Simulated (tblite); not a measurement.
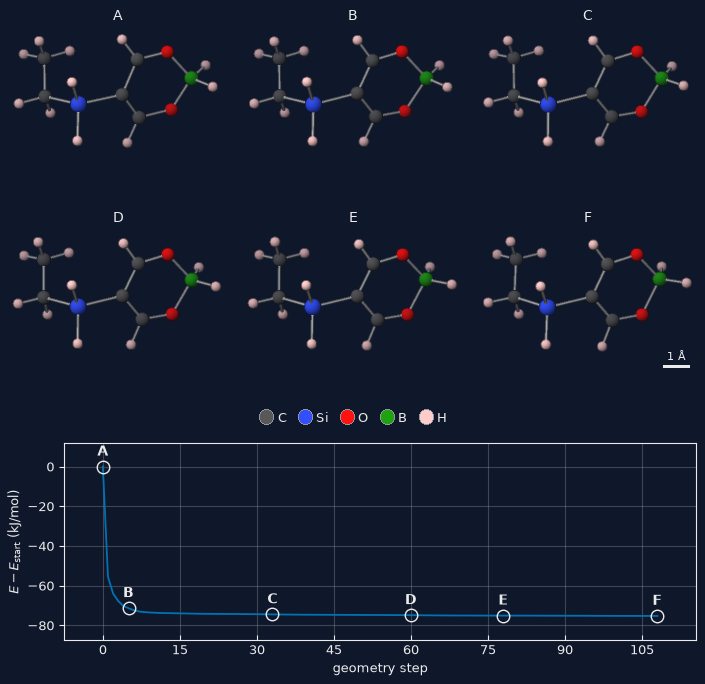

Frames of a relaxation of C5H11BO2Si, marked on the history of the run. Style: ball-and-stick. Shown at a tilt.

Method: GFN2-xTB geometry optimisation, gas phase (tblite). 

> What happens along the run?

The energy falls by 75.2 kJ/mol in 108 geometry steps. The largest move after the best rigid fit is that of an H atom, 0.58 Å. By element the largest moves are H 0.58 Å, O 0.25 Å, C 0.19 Å, B 0.12 Å, Si 0.07 Å. Some distances before and after: C–O 1.405 → 1.259 Å, C–C 1.487 → 1.395 Å, C–C 1.319 → 1.395 Å, C–Si 1.863 → 1.907 Å. Among the angles between lasting bonds that change: H–B–H 109.4° → 115.8°, C–C–O 121.5° → 126.4°, C–C–C 119.0° → 114.8°. Groups turn about B–O by about 25°, B–O by about 20°. Cost: 2.7 s on 1 thread of Intel(R) Xeon(R) Processor @ 2.50GHz, with other jobs on the host. From step 0 to 5: C and O atoms move most (0.08 Å), energy −71.3 kJ/mol. From step 5 to 33: an H atom moves most (0.12 Å), energy −3.13 kJ/mol. From step 33 to 60: an H atom moves most (0.15 Å), energy −0.39 kJ/mol. From step 60 to 78: an H atom moves most (0.16 Å), energy −0.23 kJ/mol. From step 78 to 108: an H atom moves most (0.14 Å), energy −0.17 kJ/mol.

| step | E − E(0), kJ/mol |
| --- | --- |
| 0 | 0.00 |
| 1 | -55.53 |
| 2 | -63.91 |
| 3 | -67.72 |
| 4 | -70.21 |
| 5 | -71.29 |
| 6 | -72.30 |
| 7 | -72.94 |
| 8 | -73.25 |
| 9 | -73.43 |
| 10 | -73.57 |
| 15 | -73.90 |
| 20 | -74.13 |
| 25 | -74.22 |
| 31 | -74.35 |
| 36 | -74.50 |
| 41 | -74.60 |
| 46 | -74.65 |
| 51 | -74.71 |
| 56 | -74.75 |
| 62 | -74.86 |
| 67 | -74.96 |
| 72 | -75.00 |
| 77 | -75.03 |
| 82 | -75.05 |
| 87 | -75.08 |
| 93 | -75.11 |
| 98 | -75.15 |
| 103 | -75.18 |
| 108 | -75.20 |
